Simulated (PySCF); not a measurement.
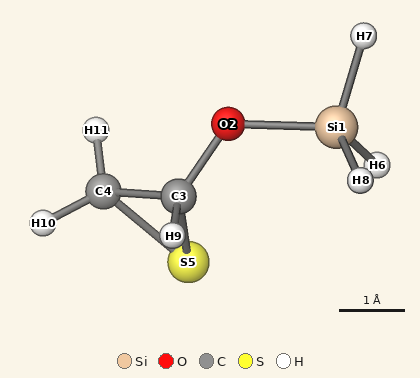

Figure 1. The structure as given in the input (ball-and-stick view, seen at a tilt; atoms are numbered from 1 in the order of the input).

**What a change does: NMR shielding calculation on C2H6OSSi**

System: C2H6OSSi.
Method of the first run: GIAO HF/pcSseg-2 NMR shielding, non-relativistic, gas phase (PySCF 2.14.0).

The geometry comes from this level: PBE0-D3(BJ)/def2-SVP. Text and figures count atoms from 1; the logs count them from 0 in places.

Input file, the first run:
```
{"job": {"kind": "nmr", "xc": "HF", "basis": "pcSseg-2", "pop": false}, "charge": 0, "multiplicity": 1}
Si     2.028832     0.152502    -0.358424
O      0.443089     0.015241     0.186259
C     -0.456509    -0.859663    -0.357150
C     -1.853796    -0.413005    -0.471024
S     -1.029840    -0.609177    -2.078457
H      2.057667     0.606826    -1.777438
H      2.667700     1.150062     0.538317
H      2.718618    -1.169558    -0.244680
H     -0.266507    -1.915059    -0.114407
H     -2.659253    -1.122820    -0.254791
H     -2.046534     0.620723    -0.165720
```

The first line tells a small driver script what to run in PySCF; the rest is the geometry in Å.

Launched with:
```bash
OMP_NUM_THREADS=1 python <driver script> task.json out
```

Hardware: 1 CPU thread, shared host.

Output (the first run):
```
final grid: 89528 points
cycle   1  E = -840.5184866947  dE =  8.204e-01  |g| = 6.688e-01  |ddm| = 2.394e+00
cycle   2  E = -840.6030957267  dE = -8.461e-02  |g| = 4.296e-01  |ddm| = 7.805e-01
cycle   3  E = -840.6396656463  dE = -3.657e-02  |g| = 6.176e-02  |ddm| = 3.028e-01
cycle   4  E = -840.6414303680  dE = -1.765e-03  |g| = 1.427e-02  |ddm| = 1.214e-01
cycle   5  E = -840.6415486579  dE = -1.183e-04  |g| = 4.727e-03  |ddm| = 4.258e-02
cycle   6  E = -840.6415687833  dE = -2.013e-05  |g| = 1.879e-03  |ddm| = 1.865e-02
cycle   7  E = -840.6415723229  dE = -3.540e-06  |g| = 6.453e-04  |ddm| = 8.522e-03
cycle   8  E = -840.6415726752  dE = -3.524e-07  |g| = 2.039e-04  |ddm| = 2.688e-03
cycle   9  E = -840.6415727023  dE = -2.709e-08  |g| = 8.413e-05  |ddm| = 4.814e-04
cycle  10  E = -840.6415727067  dE = -4.369e-09  |g| = 2.680e-05  |ddm| = 2.184e-04
cycle  11  E = -840.6415727073  dE = -5.832e-10  |g| = 9.180e-06  |ddm| = 8.290e-05
converged SCF energy = -840.6415727073

GIAO shielding tensors (ppm)
atom      isotropic    diamagn.    paramagn.     s11        s22        s33       span
  0 Si     421.021     873.806    -452.786    387.258    396.667    479.138     91.880
  1 O      301.954     396.448     -94.495    247.666    323.978    334.217     86.551
  2 C      130.695     237.652    -106.957     87.104    124.022    180.959     93.855
  3 C      166.464     245.425     -78.961    140.361    168.477    190.556     50.195
  4 S      738.738    1054.552    -315.814    294.078    739.999   1182.137    888.059
  5 H       27.223      28.958      -1.735     23.232     26.900     31.537      8.305
  6 H       27.336      29.018      -1.682     24.020     25.158     32.830      8.810
  7 H       27.212      28.693      -1.482     24.168     25.199     32.267      8.099
  8 H       26.968      28.293      -1.325     19.958     26.195     34.752     14.793
  9 H       29.432      28.150       1.283     23.420     25.213     39.664     16.244
 10 H       29.371      30.394      -1.023     23.903     26.201     38.009     14.106
```

The second run used a changed input.

The two runs side by side:

```csv
quantity,the first run,the second run
outcome,converged,converged
total energy (hartree),−840.641573,−850.954015
HOMO (eV),−9.62,−5.62
LUMO (eV),2.68,−1.07
dipole moment (D),1.45,1.30
shielding of Si1 (ppm),421.0,382.3
shielding of O2 (ppm),302.0,254.0
shielding of C3 (ppm),130.7,108.2
shielding of C4 (ppm),166.5,152.0
shielding of S5 (ppm),738.7,662.7
shielding of H6 (ppm),27.2,26.2
shielding of H9 (ppm),27.0,25.6
SCF iterations,11,16
basis functions,278,278
wall time (shared host),18 s,38 s
```

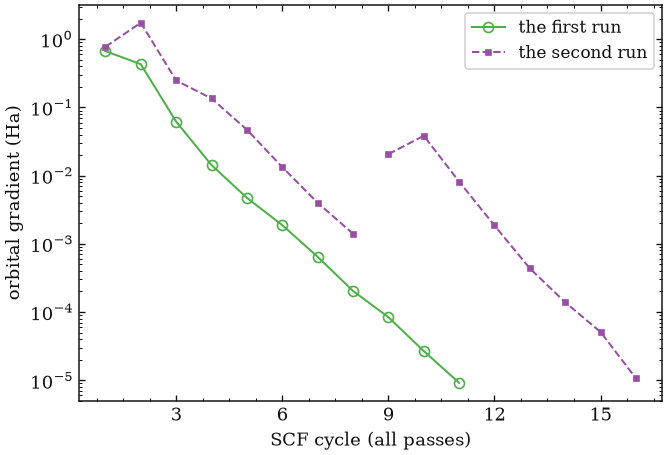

Figure 2. Convergence of the two runs: orbital gradient against the SCF cycle. A break in a curve parts two SCF passes (coarse and final grid). The first run takes 11 cycles in all, and the second run takes 16.

What was changed in the input?

The change (lines with − go, lines with + come):
```diff
-"xc": "HF"
+"xc": "KT2"
```

The total energies belong to different methods, so their difference says nothing on which is more stable or more accurate. The HOMO goes from −9.62 to −5.62 eV. The LUMO goes from 2.68 to −1.07 eV. The dipole moment goes from 1.45 to 1.30 D. Of all shieldings, the largest change is that of S5, by −76.0 ppm. The method changes from HF to KT2. Exact exchange removes part of the self-interaction error of semilocal functionals, which pushes filled and empty levels apart. The SCF takes 16 iterations against 11.

Output (the second run):
```
coarse grid: 10232 points
cycle   1  E = -850.8005887520  dE =  5.146e-01  |g| = 7.745e-01  |ddm| = 2.489e+00
cycle   2  E = -850.2863099151  dE =  5.143e-01  |g| = 1.743e+00  |ddm| = 2.625e+00
cycle   3  E = -850.8949594418  dE = -6.086e-01  |g| = 2.480e-01  |ddm| = 2.374e+00
cycle   4  E = -850.9065892007  dE = -1.163e-02  |g| = 1.352e-01  |ddm| = 4.278e-01
cycle   5  E = -850.9111397952  dE = -4.551e-03  |g| = 4.711e-02  |ddm| = 1.690e-01
cycle   6  E = -850.9116583710  dE = -5.186e-04  |g| = 1.335e-02  |ddm| = 4.690e-02
cycle   7  E = -850.9117008284  dE = -4.246e-05  |g| = 3.996e-03  |ddm| = 1.904e-02
cycle   8  E = -850.9117046794  dE = -3.851e-06  |g| = 1.407e-03  |ddm| = 7.619e-03
final grid: 89528 points
cycle   9  E = -850.9539471631  dE = -2.870e-04  |g| = 2.058e-02  |ddm| = 1.209e-01
cycle  10  E = -850.9536370618  dE =  3.101e-04  |g| = 3.837e-02  |ddm| = 4.999e-02
cycle  11  E = -850.9539977053  dE = -3.606e-04  |g| = 8.196e-03  |ddm| = 4.604e-02
cycle  12  E = -850.9540143033  dE = -1.660e-05  |g| = 1.859e-03  |ddm| = 9.910e-03
cycle  13  E = -850.9540150937  dE = -7.904e-07  |g| = 4.359e-04  |ddm| = 2.079e-03
cycle  14  E = -850.9540151295  dE = -3.578e-08  |g| = 1.391e-04  |ddm| = 4.939e-04
cycle  15  E = -850.9540151335  dE = -3.989e-09  |g| = 5.098e-05  |ddm| = 1.715e-04
cycle  16  E = -850.9540151341  dE = -5.837e-10  |g| = 1.069e-05  |ddm| = 6.058e-05
converged SCF energy = -850.9540151341

GIAO shielding tensors (ppm)
atom      isotropic    diamagn.    paramagn.     s11        s22        s33       span
  0 Si     382.349     880.289    -497.940    335.519    343.315    468.212    132.693
  1 O      254.016     395.923    -141.907    172.983    283.583    305.481    132.498
  2 C      108.157     243.195    -135.037     52.178    103.097    169.197    117.020
  3 C      151.964     249.794     -97.830    126.756    152.651    176.485     49.729
  4 S      662.737    1057.070    -394.333    259.489    657.603   1071.120    811.631
  5 H       26.172      28.497      -2.325     22.646     25.556     30.314      7.668
  6 H       26.352      28.645      -2.293     23.269     24.381     31.406      8.136
  7 H       26.186      28.199      -2.012     23.317     24.018     31.223      7.906
  8 H       25.594      28.113      -2.520     18.470     25.596     32.715     14.246
  9 H       28.698      27.942       0.755     22.912     25.020     38.161     15.250
 10 H       28.730      30.435      -1.705     23.450     26.344     36.394     12.944
```
